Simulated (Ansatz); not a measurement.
```xyz
11

C     1.9067   -1.0000    2.2629
C    -0.6052    0.2471    0.4518
Cl    1.8381    2.2710    1.5332
F    -0.2231    0.7646    3.3550
Ge    0.6838    0.4609    1.8880
H     1.3383   -1.9067    2.5186
H     2.5541   -0.7265    3.1078
H     2.5320   -1.1990    1.3803
H    -1.2472   -0.6237    0.6524
H    -1.2283    1.1499    0.3831
H    -0.0793    0.0997   -0.5028
```

Geometry: B3LYP-D3(BJ)/def2-SVP.

Theory: isolated molecule in a Gaussian basis; Kohn-Sham density functional theory, functional PBE0 in Ansatz 0.2.0.

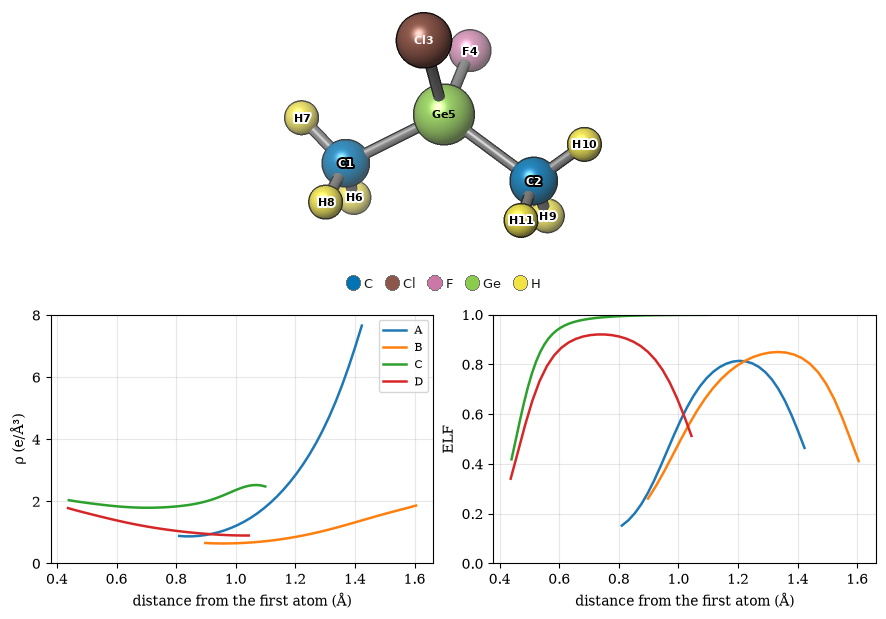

C$_{2}$H$_{6}$ClFGe (SMILES [CH3][Ge]([CH3])([F])[Cl]). Electron density and electron localisation function along straight lines between neighbouring atoms. The curves leave out the atomic cores. The structure is drawn too.

Which curve belongs to which contact (C–Ge, C–H, Ge–Cl and Ge–F)? The first atom named is at distance zero.

Answer. Curve A: Ge–F (1.75 Å): ρ at the midpoint is about 0.89 e/Å³; the ELF peaks at about 0.80 in the valence shell of F, 0.5 Å from its nucleus, and is about 0.25 at the midpoint. Curve B: Ge–Cl (2.18 Å): ρ is about 0.71 e/Å³ halfway; the ELF peaks at about 0.85 in the valence shell of Cl, 0.8 Å from its nucleus, and is about 0.65 at the midpoint. Curve C: C–H (1.10 Å): the density is about 1.9 e/Å³ at the midpoint; the ELF climbs to about 1 towards the hydrogen, as it does in any bond to H; a covalent bond by its length. Curve D: C–Ge (1.94 Å): ρ is about 0.91 e/Å³ halfway; the ELF peaks at about 0.90 in the valence shell of C, 0.7 Å from its nucleus, and is about 0.75 at the midpoint.
